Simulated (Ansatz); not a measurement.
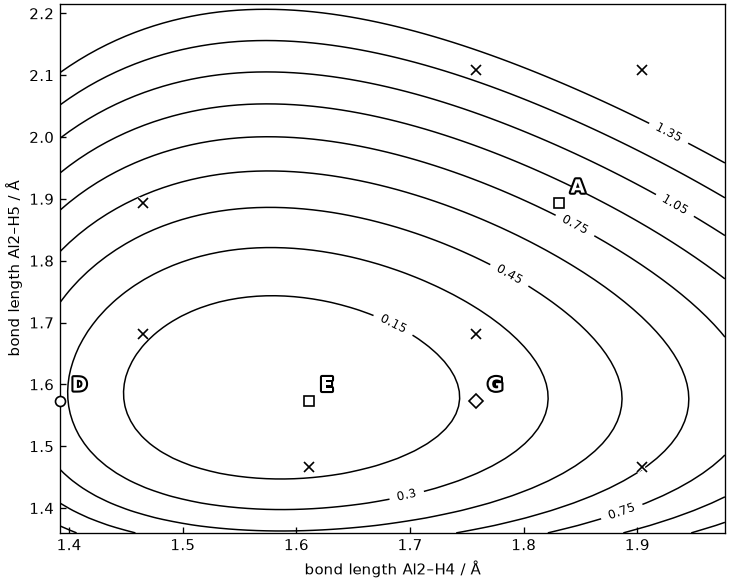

AlH₃N, SMILES [NH][AlH2], spin multiplicity 2. The first coordinate is: bond length Al2–H4; the second: bond length Al2–H5. Nothing is relaxed (all other coordinates rigid). The scan uses a 9 × 9 grid. At 7 points there is no value. Points are written as (first, second). Energies: eV, counted from the relaxed molecule at the same level. Level of theory: UKS wB97X-V/def2-SVP (Ansatz).

In the figure: contour lines labelled in eV (none above 1.35), crosses at grid points without a value, lettered points. Between grid points the surface is interpolated.

> What kind of point is each of A, E: minimum, saddle, maximum or slope?

A: on a slope; E: minimum. (In these two coordinates alone; a stationary point may lie a little off the grid point.)

> Rank the lettered points by energy, lowest first.

E (0.006 eV), G (0.17 eV), D (0.33 eV), A (0.81 eV).
